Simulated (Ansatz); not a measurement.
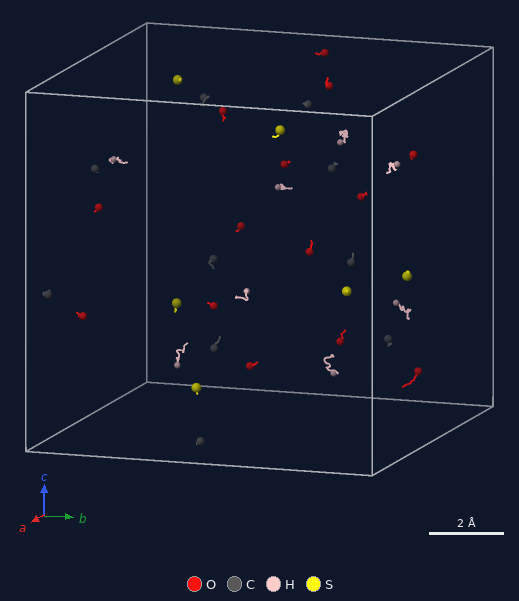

Molecular dynamics of a periodic cell with 4 HCOOH + 6 OCS at 0.927 g/cm³, 60 fs long. Lines trace each atom's path, in the colour of its element; spheres stand at the starting positions. Seen slightly off an axis in the simulation cell.

Theory: DFT r2SCAN-D3(BJ), scalar-relativistic, plane waves, PAW in Ansatz. Settings: plane-wave cutoff 500 eV; k-point mesh 1 × 1 × 1; Fermi-Dirac smearing 0.02 eV; Langevin thermostat (NVT); set temperature 400 K; time step 0.5 fs; friction 0.02 per fs.

The input:
```yaml
crystal:
  lattice:
    - [9.915962, 0.0, 0.0]
    - [0.0, 9.915962, 0.0]
    - [0.0, 0.0, 9.915962]
  atoms:
    - { symbol: O, position: [0.16767198, 0.45605718, 0.66924408] }
    - { symbol: C, position: [0.15980551, 0.59021845, 0.66528359] }
    - { symbol: O, position: [0.10181007, 0.65443637, 0.57984654] }
    - { symbol: H, position: [0.11692782, 0.41961375, 0.59334023] }
    - { symbol: H, position: [0.21413367, 0.63375734, 0.75149932] }
    - { symbol: O, position: [0.58532142, 0.39801662, 0.35234226] }
    - { symbol: C, position: [0.54283422, 0.38466751, 0.22478046] }
    - { symbol: O, position: [0.46723923, 0.46128812, 0.1665453] }
    - { symbol: H, position: [0.54145829, 0.4777948, 0.38969207] }
    - { symbol: H, position: [0.58792023, 0.29354166, 0.18054339] }
    - { symbol: O, position: [0.58592431, 0.97464309, 0.81217736] }
    - { symbol: C, position: [0.54317751, 1.04031432, 0.70140342] }
    - { symbol: O, position: [0.61392869, 1.07584825, 0.60996854] }
    - { symbol: H, position: [0.68255215, 0.96149784, 0.80281391] }
    - { symbol: H, position: [0.43374014, 1.05613195, 0.70772835] }
    - { symbol: O, position: [0.21929067, 0.63520945, 0.19839979] }
    - { symbol: C, position: [0.14435491, 0.74760419, 0.19855256] }
    - { symbol: O, position: [0.15037856, 0.83652632, 0.11567748] }
    - { symbol: H, position: [0.28151931, 0.63795015, 0.12215996] }
    - { symbol: H, position: [0.07558322, 0.74663215, 0.28574234] }
    - { symbol: O, position: [0.78460027, 0.08988934, 0.34125888] }
    - { symbol: C, position: [0.83720892, 0.0074441, 0.40520222] }
    - { symbol: S, position: [0.91010777, -0.10460373, 0.48880619] }
    - { symbol: O, position: [0.4067981, 0.66892311, 0.9487386] }
    - { symbol: C, position: [0.51697525, 0.64637911, 0.91646432] }
    - { symbol: S, position: [0.66449418, 0.61719458, 0.8713914] }
    - { symbol: O, position: [1.02353587, 0.52243437, 0.95666411] }
    - { symbol: C, position: [0.96836864, 0.49319431, 1.05537693] }
    - { symbol: S, position: [0.89317188, 0.45505597, 1.18768155] }
    - { symbol: O, position: [0.04737119, 0.28864213, 0.46313386] }
    - { symbol: C, position: [0.09711864, 0.22638222, 0.37669585] }
    - { symbol: S, position: [0.16141509, 0.14265889, 0.26089419] }
    - { symbol: O, position: [0.43907714, 0.62339527, 0.48970888] }
    - { symbol: C, position: [0.40899271, 0.73339704, 0.46151214] }
    - { symbol: S, position: [0.36939518, 0.88072726, 0.42569589] }
    - { symbol: O, position: [0.39987906, 0.35957749, 0.85610415] }
    - { symbol: C, position: [0.31899067, 0.27697352, 0.87203253] }
    - { symbol: S, position: [0.21243136, 0.1632308, 0.89362724] }
basis:
  ecutwfc: 500.0
kpoints:
  mp_grid: { grid: [1, 1, 1] }
hamiltonian:
  xc: r2scan
  dispersion: d3bj
scf:
  occupations: { method: fermi_dirac, width: 0.02 }
  lower_state_search: "off"
md:
  timestep: 0.5
  n_steps: 120
  ensemble: nvt_langevin
  temperature: 400.0
  initial_velocities: maxwell_boltzmann
  seed: 22866
  friction: 0.02
```

Command:
```bash
ansatz run input.yaml --threads 4 --pin off --max-ram 10240MiB --backend cpu --events-out ev --progress --plain --runs-dir out
```

**Describe the motion.**

In the second half of the run the atoms are, in the root-mean-square, this far from where they began (common drift taken out): H 0.49 Å, O 0.24 Å, S 0.19 Å, C 0.18 Å. The heavy atoms stay within a fraction of a molecule's size of their starting places; so short a run doesn't tell a liquid from a solid.
